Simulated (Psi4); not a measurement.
**ROCISD/aug-cc-pVDZ-DK run of H2O+ (SMILES [OH2+])**

Aim: the energy difference between two shapes of H2O+ at ROCISD/aug-cc-pVDZ-DK, from 2 runs. 

The results are computed with Psi4 1.11.

13 further runs of the same task are left out: 5 that didn't finish, 8 set aside as unsound or not needed.

**1. The system as given**

The species is H2O+ (3 atoms), meant as a doublet with charge +1. As SMILES, `[OH2+]`. The coordinates come from a GFN2-xTB relaxation.

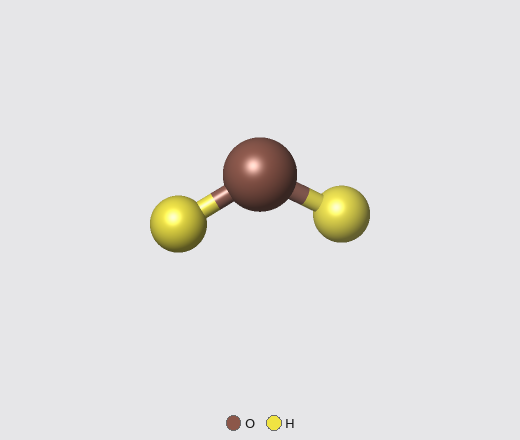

The structure, seen from a chosen angle (oxygen brown, hydrogen yellow).

**2. The energy at ROCISD/aug-cc-pVDZ-DK**

File h2o.xyz:

```xyz
3
H2O
O     -0.257730     0.170410    -0.119700
H      0.490020     0.658280     0.340630
H     -0.232290    -0.828700    -0.220940
```

File h2o_ase.py:

```python
import numpy as np
from ase.calculators.psi4 import Psi4
from ase.io import read

mol = read('h2o.xyz')
calc = Psi4(atoms=mol, method='cisd', basis='aug-cc-pVDZ-DK', memory='1600MB', num_threads=1, charge=1, multiplicity=2, label='calc', reference='rohf')
calc.psi4.set_options({'freeze_core': True, 'scf_type': 'pk'})
mol.calc = calc

print(f'energy: {mol.get_potential_energy():.6f} eV')
```

Launch:

```bash
python h2o_ase.py
```

calc.dat:

```text
[...]
  Running in c1 symmetry.
[...]
  Nuclear repulsion =    8.731733477257922
[...]
  Multiplicity = 2
[...]
  Nalpha       = 5
  Nbeta        = 4
[...]
    Number of basis functions: 41
[...]
   @ROHF iter   1:   -75.59439207247424   -2.02439e-01   4.14697e-03 DIIS
[...]
   @ROHF iter  10:   -75.62668487431580   -1.09424e-12   3.36647e-09 DIIS
[...]
    Orbital Energies [Eh]
    ---------------------
    Doubly Occupied:
       1A    -21.094942     2A     -1.790636     3A     -1.188218
       4A     -1.026775
    Singly Occupied:
       5A     -0.681999
[...]
  @ROHF Final Energy:   -75.62668487431580
[...]
 Multipole Moments:
 ------------------------------------------------------------------------------------
     Multipole            Electronic (a.u.)      Nuclear  (a.u.)        Total (a.u.)
 ------------------------------------------------------------------------------------
 L = 1.  Multiply by 2.5417464519 to convert [e a0] to [Debye]
 Dipole X            :          0.0256402            0.6435135            0.6691537
 Dipole Y            :         -0.0169657           -0.4254968           -0.4424624
 Dipole Z            :          0.0119066            0.2988648            0.3107714
 Magnitude           :                                                    0.8603014
[...]
Warning: iopen=0,opentype!=closed. Making iopen=1
[...]
   ==> Energetics <==
    SCF energy =          -75.626684874315799
    Total CI energy =     -75.802514721054905
[...]
```

The script printed:

```text
energy: -2062.691490 eV
```

It took 7.5 s on 1 thread of Intel Xeon Platinum 8259CL at 2.50GHz (Skylake/Cascade Lake), shared host; peak memory 0.25 GiB.

**3. The distorted shape, same level**

File job.py:

```python
import psi4

psi4.set_memory(1600000000)
psi4.set_num_threads(1)
psi4.core.set_output_file('run.log', False)

mol = psi4.geometry("""
1 2
O
H 1 1.12943
H 1 1.114525 2 117.09925
symmetry c1
no_reorient
no_com
""")

psi4.set_options({
    'basis': 'aug-cc-pVDZ-DK',
    'reference': 'rohf',
    'freeze_core': True,
    'scf_type': 'pk',
})

e, wfn = psi4.energy("cisd", return_wfn=True)
print(f'total energy {e:.8f} hartree = {e * 27.211386:.5f} eV')
for k, v in sorted(psi4.core.scalar_variables().items()):
    print(f'{k:45s} {v:18.10f}')
```

Launch:

```bash
python job.py
```

run.log:

```text
[...]
  Running in c1 symmetry.
[...]
  Nuclear repulsion =    7.823114750177584
[...]
  Multiplicity = 2
[...]
  Nalpha       = 5
  Nbeta        = 4
[...]
    Number of basis functions: 41
[...]
   @ROHF iter   1:   -75.57126046466361   -3.19322e-01   4.05216e-03 DIIS
[...]
   @ROHF iter  10:   -75.60325517705819   -2.98428e-13   2.46364e-09 DIIS
[...]
    Orbital Energies [Eh]
    ---------------------
    Doubly Occupied:
       1A    -21.081602     2A     -1.728381     3A     -1.102982
       4A     -0.992405
    Singly Occupied:
       5A     -0.654926
[...]
  @ROHF Final Energy:   -75.60325517705819
[...]
 Multipole Moments:
 ------------------------------------------------------------------------------------
     Multipole            Electronic (a.u.)      Nuclear  (a.u.)        Total (a.u.)
 ------------------------------------------------------------------------------------
 L = 1.  Multiply by 2.5417464519 to convert [e a0] to [Debye]
 Dipole X            :         -0.0317154           -0.8257679           -0.8574834
 Dipole Y            :         -0.0274700           -0.5174532           -0.5449231
 Dipole Z            :          0.0000000            0.0000000            0.0000000
 Magnitude           :                                                    1.0159818
[...]
Warning: iopen=0,opentype!=closed. Making iopen=1
[...]
   ==> Energetics <==
    SCF energy =          -75.603255177058188
    Total CI energy =     -75.786614967379109
[...]
```

On the terminal:

```text
total energy -75.78661497 hartree = -2062.25883 eV
CI CORRELATION ENERGY                              -0.1833597903
CI ROOT 0 CORRELATION ENERGY                       -0.1833597903
CI ROOT 0 TOTAL ENERGY                            -75.7866149674
CI TOTAL ENERGY                                   -75.7866149674
CISD CORRELATION ENERGY                            -0.1833597903
CISD TOTAL ENERGY                                 -75.7866149674
CURRENT CORRELATION ENERGY                         -0.1833597903
CURRENT ENERGY                                    -75.7866149674
CURRENT REFERENCE ENERGY                          -75.6032551771
DD SOLVATION ENERGY                                 0.0000000000
DETCI AVG DVEC NORM                                 0.0000688891
HF KINETIC ENERGY                                  75.6023453992
HF POTENTIAL ENERGY                              -151.2056005763
HF TOTAL ENERGY                                   -75.6032551771
HF VIRIAL RATIO                                     2.0000120337
MCSCF TOTAL ENERGY                                -75.7866149674
NUCLEAR REPULSION ENERGY                            7.8231147502
ONE-ELECTRON ENERGY                              -115.9692848087
PCM POLARIZATION ENERGY                             0.0000000000
PE ENERGY                                           0.0000000000
SCF ITERATION ENERGY                              -75.6032551771
SCF ITERATIONS                                     10.0000000000
SCF TOTAL ENERGY                                  -75.6032551771
TWO-ELECTRON ENERGY                                32.5429148815
```

Run time: 7.2 s. Hardware: 1 thread of Intel Xeon Platinum 8259CL at 2.50GHz (Skylake/Cascade Lake), shared host; peak memory 0.21 GiB.

**4. Summary of results**

Level: ROCISD/aug-cc-pVDZ-DK, 1 core orbital frozen.

```
                                                   quantity         value
                                  first shape: total energy  -75.80251 Eh
    first shape: correlation energy (1 core orbital frozen)    -175.8 mEh
                              distorted shape: total energy  -75.78661 Eh
distorted shape: correlation energy (1 core orbital frozen)    -183.4 mEh
                     energy change with the atoms displaced      0.433 eV
```

With the atoms displaced the energy rises by 0.43 eV (10.0 kcal/mol). The first shape isn't relaxed at this level, so the change isn't measured from a minimum. The basis (first shape) was made for a relativistic Hamiltonian, but the run is non-relativistic. The basis (distorted shape) was made for a relativistic Hamiltonian, but the run is non-relativistic.
